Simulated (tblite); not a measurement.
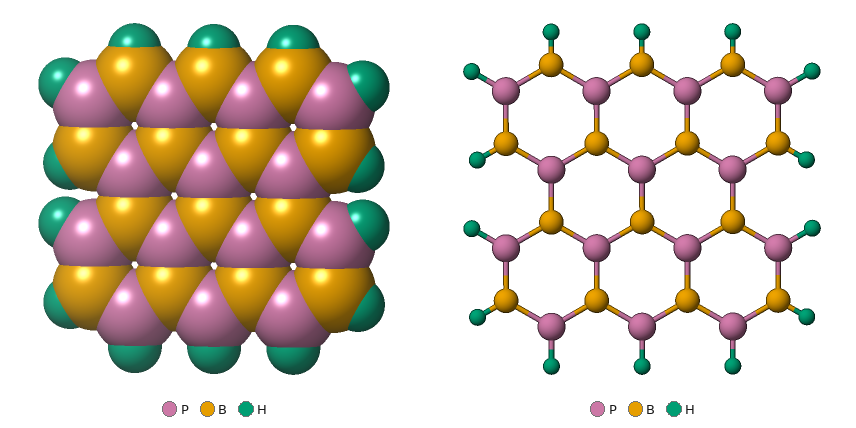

The same structure drawn twice, from different directions.

Geometry: a distorted geometry made from a computed force field structure, not a minimum.

Identify the structure.

It has 42 atoms: 14 boron, 14 hydrogen and 14 phosphorus (B14H14P14). All atoms lie on one plane.
